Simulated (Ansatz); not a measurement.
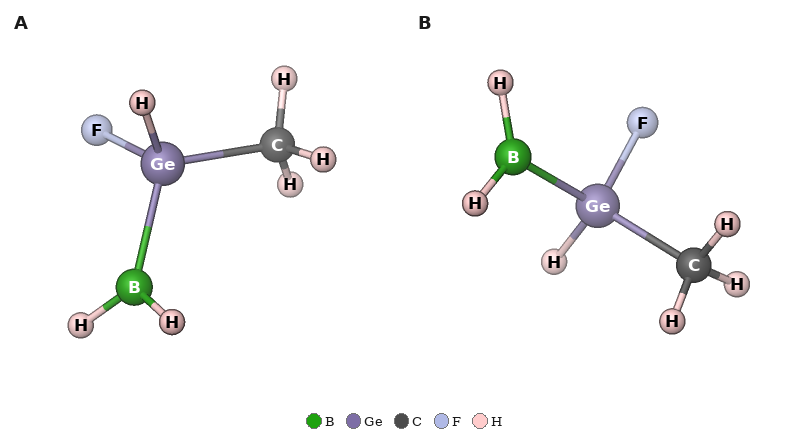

Depth is shown by fading: the farther an atom, the more it takes the colour of the background. The computed structure is the end point of a PBE0-D4/def2-TZVP optimisation. No frequency run is at hand to confirm it as a minimum.

Q: Are A and B the same structure? If not, how do they differ?

A: No. They are enantiomers, mirror images that no rotation superimposes: A is [BH2][Ge@@H]([CH3])[F] (), B is [BH2][Ge@H]([CH3])[F] (). Their energies are equal.
